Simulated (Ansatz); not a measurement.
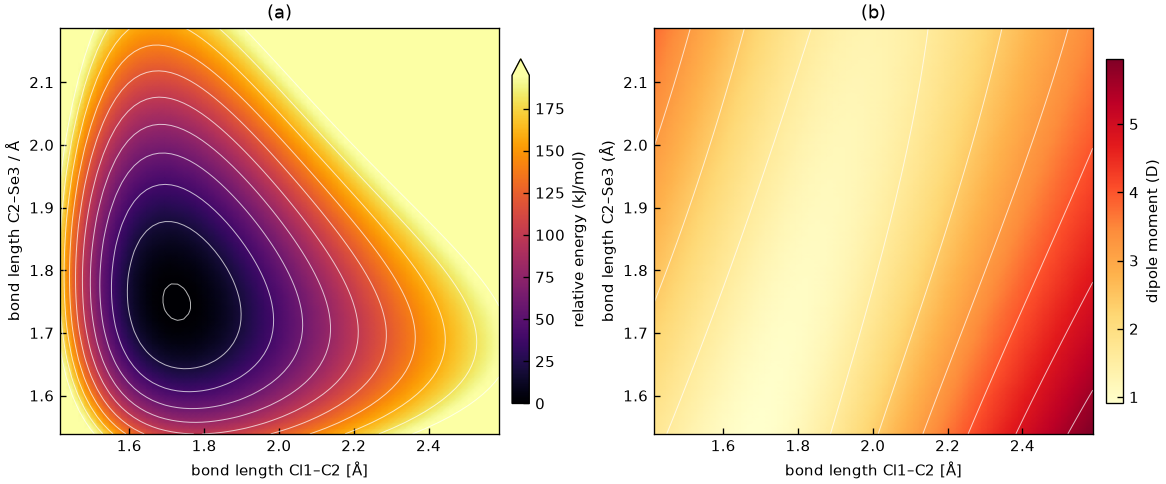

CHClSe, SMILES ClC=[Se]. The first coordinate is: bond length Cl1–C2; the second: bond length C2–Se3. Nothing is relaxed (all other coordinates rigid). The scan uses a 15 × 15 grid. Energies are in kJ/mol, from the lowest grid point. The reference is spin-restricted, which grows unreliable where a bond is stretched far. All numbers below come from RKS B3LYP-D4/def2-TZVP (Ansatz 0.2.0).

Panel (a) is the energy and panel (b) the computed dipole moment on the same grid.

Drawn: a smooth colour map with a few white contour lines, one colour for all values above the top of the scale. Between grid points the surface is interpolated.

How does the dipole moment vary over the map, and what is it at the lowest grid point?

Leaving out the highest fifth of the energies, it runs from 0.91 D at bond length Cl1–C2 = 1.666 Å, bond length C2–Se3 = 1.539 Å to 5.72 D at bond length Cl1–C2 = 2.588 Å, bond length C2–Se3 = 1.585 Å. At the lowest grid point, bond length Cl1–C2 = 1.750 Å, bond length C2–Se3 = 1.724 Å, it is 1.02 D.
